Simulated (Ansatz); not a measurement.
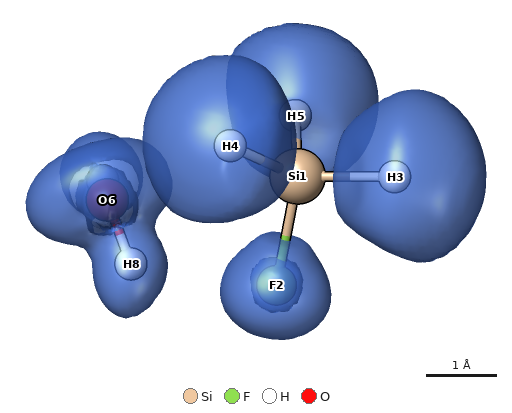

Figure. FH$_{3}$Si···H$_{2}$O. Isosurface of the ELF at 0.75 (blue), seen at a tilt. Core shells and regions of very low density are left out.

Method: RKS PBE-D4/def2-mTZVP (Ansatz).

```tsv
atom	x (Å)	y (Å)	z (Å)
Si	0.3520	0.0457	-0.1318
F	0.2650	-0.0736	1.5025
H	1.8136	0.0405	-0.4513
H	-0.2540	1.3275	-0.5833
H	-0.2880	-1.1455	-0.7599
O	-2.4603	0.0385	0.8394
H	-2.9066	-0.8234	0.7453
H	-1.9726	-0.0394	1.6825
```

Q: Describe the localisation domains.

A: At this value the surface marks out three regions around hydrogen nuclei, one region wrapped around F (its lone pairs, merged into a ring or cap) and one joined region spread over several atoms (H, O), in which their bonds and any lone pairs are merged. Profiles from the grid: Si1···O6 (2.98 Å): the ELF dips to about 0.05 between them. Si–F (1.64 Å): the ELF peaks at about 0.85 in the valence shell of F, 0.6 Å from its nucleus, and is about 0.55 at the midpoint.
